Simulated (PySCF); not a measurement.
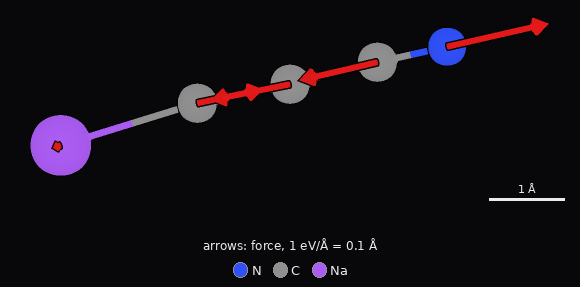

Starting geometry of NaC₃N with the computed forces as red arrows. Style: ball-and-stick. Shown at a tilt.

The start comes from GFN2-xTB. Its atoms were then displaced at random by about 0.03 Å.

Theory: PySCF, PBE0-D3(BJ)/def2-SVP geometry optimisation, gas phase. 

**Is this structure relaxed? If not, where do the atoms go?**

It isn't relaxed: the largest force vector, on the N atom, is 15.87 eV/Å. The final displacements follow the starting forces only in part (cosine between the two patterns 0.63). After 8 geometry steps the energy has fallen by 1.548 eV. The largest move after the best rigid fit is that of the Na atom, 0.11 Å. Largest moves by element: Na 0.11 Å, N 0.10 Å, C 0.09 Å. Among the contacts that change: C–Na 2.071 → 2.241 Å, C–C 1.371 → 1.238 Å, C–N 1.072 → 1.166 Å, C–C 1.316 → 1.374 Å. Among the angles between lasting bonds that change: C–C–Na 174.8° → 179.9°, N–C–C 176.6° → 179.9°, C–C–C 177.3° → 179.8°.
